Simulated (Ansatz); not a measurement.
## Calibrating B3LYP-D4/def2-TZVPP on Al-containing radicals

The atomisation energy (no zero-point term) in kJ/mol of 6 Al-containing radicals: x at B3LYP-D4/def2-TZVPP, y at CCSD(T)/CBS estimate. Shapes, held fixed at every level: PBE0-D4/def2-TZVP. Flexible molecules stand in one conformer, not always the lowest. Programs: Ansatz 0.2.0.

| molecule | x (kJ/mol) | y (kJ/mol) |
| --- | --- | --- |
| AlCl2 (SMILES [Cl][Al][Cl]) | 787 | 808 |
| AlF2 (SMILES [F][Al][F]) | 1108 | 1134 |
| Al(SH)2 | 1337 | 1352 |
| Al(CH3)(SH) | 2219 | ? |
| CH4AlO2 (SMILES C[O][Al][OH]) | 2955 | 2971 |
| C3H4Al (SMILES C#[C][Al][CH3]) | 3084 | 3077 |

Problem. Fit y = c + s·x to the known rows and predict y for Al(CH3)(SH).

Solution. 
1. Means of the 5 rows: x = 1854.20, y = 1868.4.
2. Σ(Δx)² = 4687395, Σ(Δx·Δy) = 4646829, so the slope is 4646829/4687395 = 0.99135.
3. Intercept: 1868.4 − (0.99135) × 1854.20 = 30.2. The largest residual of the fit is 11.
4. Al(CH3)(SH): 30.2 + 0.99135 × 2219 = 2230 kJ/mol.

CCSD(T)/CBS estimate gives 2221 kJ/mol, so the prediction is off by +9 kJ/mol, within the largest residual. Uncorrected, B3LYP-D4/def2-TZVPP misses Al(CH3)(SH) by -2 kJ/mol, and the other rows by 17 on average. The line makes this one worse. Left out in turn, the other rows are missed by 12 kJ/mol on average. Open shells run unrestricted. The CBS estimate extrapolates MP2 from def2-TZVPP and def2-QZVPP and adds CCSD(T) − MP2 in the triple-zeta set, cores frozen.

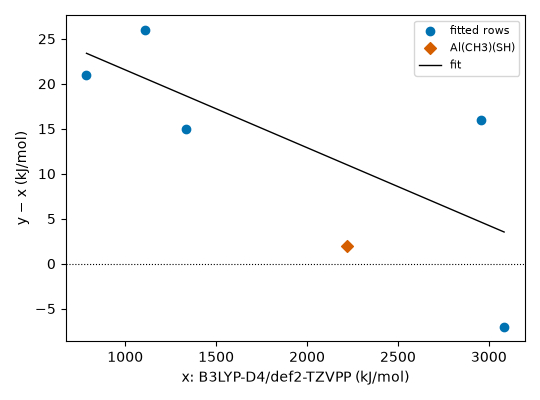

The correction y − x against x, with the fitted line and the withheld molecule.
